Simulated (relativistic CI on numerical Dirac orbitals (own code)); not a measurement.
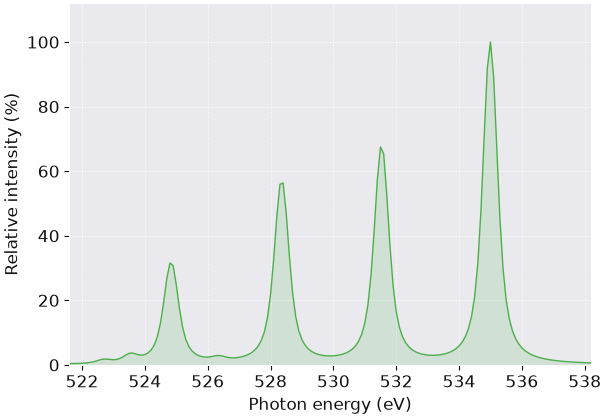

L₂,₃ X-ray absorption of V⁵⁺, [Ar], in a field of Oh symmetry with 10Dq = 28,000 cm⁻¹. Multiplet model: relativistic Dirac–Coulomb–Breit theory, one configuration a step, Slater integrals scaled by 0.7, 300 K, Voigt broadening (Lorentzian 0.4 eV, Gaussian 0.3 eV full widths), computed with a radial Dirac CI code.

What does the spectrum show?

The main maxima lie at 524.8 eV (32), 528.4 eV (56), 531.5 eV (67) and 535.0 eV (100), heights in % of the largest; the centroid is at 531.2 eV. The lower edge holds 0.62 of the intensity (branching ratio, edges parted at 533 eV), and the core spin-orbit splitting of the orbitals is 7.42 eV. The ground state has S = 0.00.

Note: free-ion energies, so absolute edge positions are off by a few eV from solids.
